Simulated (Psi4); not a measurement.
# [C2H2F2]+ (SMILES [CH2+][C](F)F) at UHF/aug-pcseg-0 (sweep point 1)

Aim: the vertical doublet–quartet gap of [C2H2F2]+ at UHF/aug-pcseg-0 (sweep point 1), from 2 runs. 

Program for the calculation: Psi4 1.11.

### 1 The molecule

The species is [C2H2F2]+ (6 atoms), meant as a doublet with charge +1. SMILES: `[CH2+][C](F)F`. The shape is that of a GFN2-xTB optimisation. This is one conformer, not always the lowest.

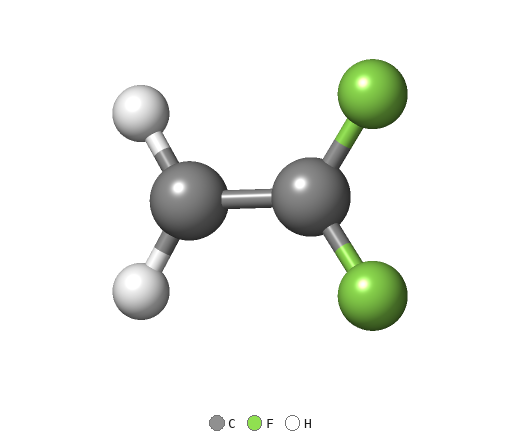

Viewed from a chosen angle; carbon grey, fluorine green, hydrogen white.

### 2 The energy at UHF/aug-pcseg-0 (sweep point 1)

File job.py:

```python
import psi4

psi4.set_memory(1600000000)
psi4.set_num_threads(1)
psi4.set_output_file('run.log', False)

geom = psi4.geometry("""
1 2
C     -0.58815836     1.18652124    -0.47520943
C      0.50967803    -1.02612129     0.41005167
F     -0.75912188    -2.88111424     1.28590194
F      2.88969360    -1.41308050     0.43174573
H      0.58214903     2.71572541    -1.20447364
H     -2.63420263     1.41806938    -0.44801627
units au
symmetry c1
""")

psi4.set_options({
    'basis': 'aug-pcseg-0',
    'reference': 'uhf',
    'puream': True,
    'scf_type': 'pk',
    'maxiter': 150,
})

energy_value = psi4.energy("hf", molecule=geom)
print(f'total energy {energy_value:.8f} hartree = {energy_value * 27.211386:.5f} eV')
```

Launch:

```console
$ python job.py
```

run.log:

```text
[...]
  Running in c1 symmetry.
[...]
  Nuclear repulsion =  118.497687052403251
[...]
  Multiplicity = 2
[...]
  Nalpha       = 16
  Nbeta        = 15
[...]
    Number of basis functions: 58
[...]
   @UHF iter   1:  -274.47096119482495    2.70238e-02   7.31106e-03 ADIIS/DIIS
[...]
   @UHF iter  11:  -274.57721151447498   -9.96147e-09   5.92794e-07 DIIS
[...]
   @S^2 Observed:                7.546057632E-01
[...]
    Orbital Energies [Eh]
    ---------------------
    Alpha Occupied:
       1A    -26.691333     2A    -26.691144     3A    -11.830845
       4A    -11.621689     5A     -2.062321     6A     -1.981961
       7A     -1.428881     8A     -1.203505     9A     -1.124797
      10A     -1.101222    11A     -1.081741    12A     -1.000803
      13A     -0.978272    14A     -0.949098    15A     -0.916787
      16A     -0.749442
    Alpha Virtual:
      17A     -0.200137    18A     -0.116997    19A     -0.077097
      20A     -0.072365    21A     -0.053473    22A     -0.030764
      23A     -0.018191    24A      0.001639    25A      0.009135
[...]
  @UHF Final Energy:  -274.57721151447498
   => Energetics <=
    Nuclear Repulsion Energy =            118.4976870524032506
    One-Electron Energy =                -604.3285600086599061
    Two-Electron Energy =                 211.2536614417816736
    Total Energy =                       -274.5772115144749819
  UHF NO Occupations:
  HONO-2 :   14  A 1.9995040
  HONO-1 :   15  A 1.9987881
[...]
 Multipole Moments:
 ------------------------------------------------------------------------------------
     Multipole            Electronic (a.u.)      Nuclear  (a.u.)        Total (a.u.)
 ------------------------------------------------------------------------------------
 L = 1.  Multiply by 2.5417464519 to convert [e a0] to [Debye]
 Dipole X            :          1.2007681           -2.0779374           -0.8771693
 Dipole Y            :         -2.4176760            4.1870476            1.7693716
 Dipole Z            :          0.9665421           -1.6742951           -0.7077530
 Magnitude           :                                                    2.0978599
[...]
```

Standard output:

```text
total energy -274.57721151 hartree = -7471.62649 eV
```

It took 2.6 s on 1 thread of AMD EPYC 7R43 (Zen 3), shared host; peak memory 0.19 GiB.

### 3 The quartet, same level

File c2h2f2.py:

```python
import psi4

psi4.set_memory('1600 MB')
psi4.set_num_threads(1)
psi4.set_output_file('output.dat', False)

mol = psi4.geometry("""
1 4
C     -0.58815836     1.18652124    -0.47520943
C      0.50967803    -1.02612129     0.41005167
F     -0.75912188    -2.88111424     1.28590194
F      2.88969360    -1.41308050     0.43174573
H      0.58214903     2.71572541    -1.20447364
H     -2.63420263     1.41806938    -0.44801627
units au
symmetry c1
""")

psi4.set_options({
    'reference': 'uhf',
    'puream': True,
    'scf_type': 'pk',
    'maxiter': 150,
})

e, wfn = psi4.energy('hf/aug-pcseg-0', return_wfn=True)
print('E =', round(e, 9))
for k, v in sorted(psi4.core.scalar_variables().items()):
    print(f'{k:45s} {v:18.10f}')
```

Launch:

```console
$ python c2h2f2.py
```

output.dat:

```text
[...]
  Running in c1 symmetry.
[...]
  Nuclear repulsion =  118.497687052403251
[...]
  Multiplicity = 4
[...]
  Nalpha       = 17
  Nbeta        = 14
[...]
    Number of basis functions: 58
[...]
   @UHF iter   1:  -274.15864832528166    3.39337e-01   5.32630e-03 DIIS/ADIIS
[...]
   @UHF iter  11:  -274.25190303916378   -1.33806e-08   9.27692e-07 DIIS
[...]
   @S^2 Observed:                3.765045506E+00
[...]
    Orbital Energies [Eh]
    ---------------------
    Alpha Occupied:
       1A    -26.603439     2A    -26.602902     3A    -11.689604
       4A    -11.661212     5A     -1.976286     6A     -1.897927
       7A     -1.480038     8A     -1.194341     9A     -1.120351
      10A     -1.080285    11A     -1.067437    12A     -1.009760
      13A     -0.950259    14A     -0.911609    15A     -0.898006
      16A     -0.862063    17A     -0.566605
    Alpha Virtual:
      18A     -0.141044    19A     -0.106833    20A     -0.068224
      21A     -0.063893    22A     -0.042803    23A     -0.035861
      24A     -0.008519    25A     -0.002815    26A      0.001029
[...]
  @UHF Final Energy:  -274.25190303916378
   => Energetics <=
    Nuclear Repulsion Energy =            118.4976870524032506
    One-Electron Energy =                -605.5496610397419772
    Two-Electron Energy =                 212.8000709481749197
    Total Energy =                       -274.2519030391638353
  UHF NO Occupations:
  HONO-2 :   15  A 1.0000000
  HONO-1 :   16  A 1.0000000
[...]
 Multipole Moments:
 ------------------------------------------------------------------------------------
     Multipole            Electronic (a.u.)      Nuclear  (a.u.)        Total (a.u.)
 ------------------------------------------------------------------------------------
 L = 1.  Multiply by 2.5417464519 to convert [e a0] to [Debye]
 Dipole X            :          0.5139717           -2.0779374           -1.5639657
 Dipole Y            :         -1.0427336            4.1870476            3.1443139
 Dipole Z            :          0.4173077           -1.6742951           -1.2569873
 Magnitude           :                                                    3.7299754
[...]
```

The script printed:

```text
E = -274.251903039
CURRENT ENERGY                                   -274.2519030392
CURRENT REFERENCE ENERGY                         -274.2519030392
DD SOLVATION ENERGY                                 0.0000000000
HF KINETIC ENERGY                                 274.7906229260
HF POTENTIAL ENERGY                              -549.0425259651
HF TOTAL ENERGY                                  -274.2519030392
HF VIRIAL RATIO                                     1.9980395259
NUCLEAR REPULSION ENERGY                          118.4976870524
ONE-ELECTRON ENERGY                              -605.5496610397
PCM POLARIZATION ENERGY                             0.0000000000
PE ENERGY                                           0.0000000000
SCF ITERATION ENERGY                             -274.2519030392
SCF ITERATIONS                                     11.0000000000
SCF TOTAL ENERGY                                 -274.2519030392
TWO-ELECTRON ENERGY                               212.8000709482
```

It took 2.7 s on 1 thread of AMD EPYC 7R43 (Zen 3), shared host; peak memory 0.19 GiB.

### 4 What came out

At UHF/aug-pcseg-0 (sweep point 1):

| quantity | value |
| --- | --- |
| doublet: total energy | -274.57721 Eh |
| doublet: HOMO energy (highest over α and β) | -20.39 eV |
| doublet: LUMO energy (lowest over α and β) | -8.65 eV |
| doublet: ⟨S²⟩ | 0.755 |
| quartet: total energy | -274.25190 Eh |
| quartet: HOMO energy (highest over α and β) | -15.42 eV |
| quartet: LUMO energy (lowest over α and β) | -14.20 eV |
| quartet: ⟨S²⟩ | 3.765 |
| vertical energy of the quartet above the doublet | 8.852 eV |

At this shape the quartet lies 8.85 eV (854 kJ/mol) above the doublet.
